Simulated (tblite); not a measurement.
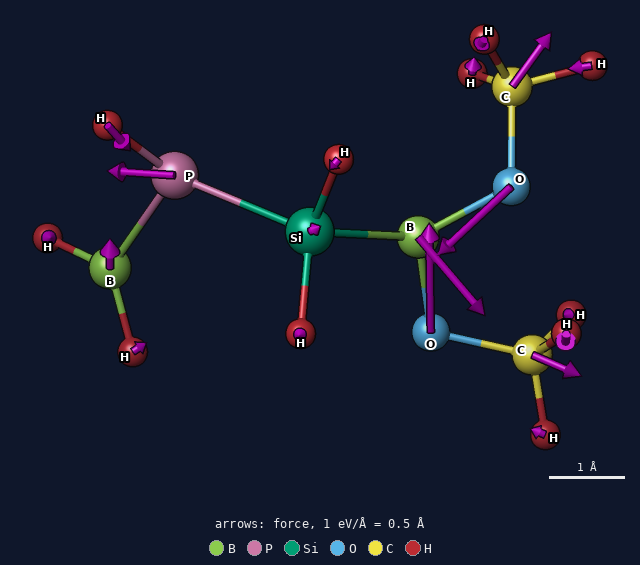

Starting geometry of C2H11B2O2PSi with the computed forces as purple arrows. The picture is a ball-and-stick view, seen at a tilt.

The calculation used GFN2-xTB geometry optimisation, gas phase in tblite 0.8.0. 

What follows when this structure is relaxed?

It isn't relaxed: the largest force vector, on an O atom, is 3.37 eV/Å. The final displacements have little in common with the starting forces (cosine between the two patterns 0.24). The largest move after the best rigid fit is that of an H atom, 2.37 Å. By element the largest moves are H 2.37 Å, B 1.10 Å, O 0.95 Å, C 0.67 Å, P 0.43 Å, Si 0.41 Å. Near-neighbour distances that change, for instance: B–O 1.474 → 1.353 Å, B–P 1.921 → 1.827 Å, P–Si 2.169 → 2.256 Å, H–P 1.438 → 1.377 Å. Among the angles between lasting bonds that change: B–O–C 108.6° → 123.7°, Si–P–H 114.8° → 102.5°, Si–B–O 115.9° → 127.5°. Groups turn about C–O by about 100°, B–P by about 50°, C–O by about 50°. The energy falls by 2.028 eV in 147 geometry steps. Cost: 2.3 s on 1 thread of Arm Neoverse N1, on a shared host.
